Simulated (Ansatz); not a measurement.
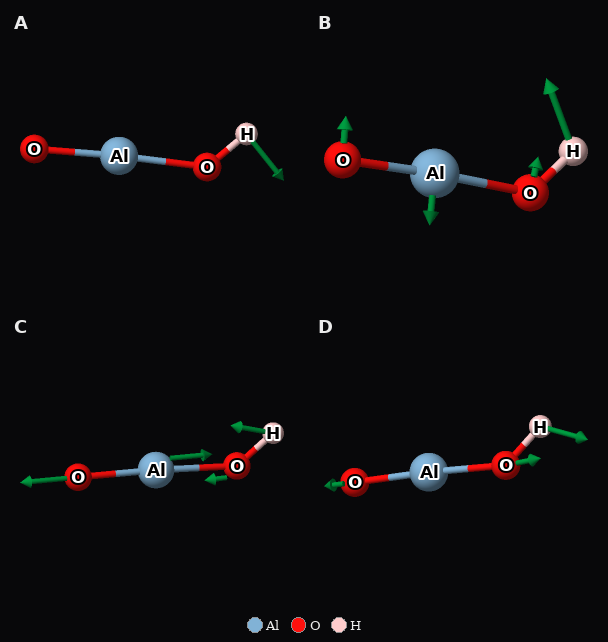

4 normal modes of one molecule or complex, as arrows. Harmonic vibrations computed with RKS PBE0-D4/def2-TZVP (Ansatz 0.2.0) at a stationary point of the same level.

> Match the panels to the wavenumbers 207 cm⁻¹, 474 cm⁻¹, 783 cm⁻¹, 1190 cm⁻¹.

A: 474 cm⁻¹, Al–O–H bending
B: 207 cm⁻¹
C: 1190 cm⁻¹, out-of-phase stretching of 2 Al–O bonds
D: 783 cm⁻¹
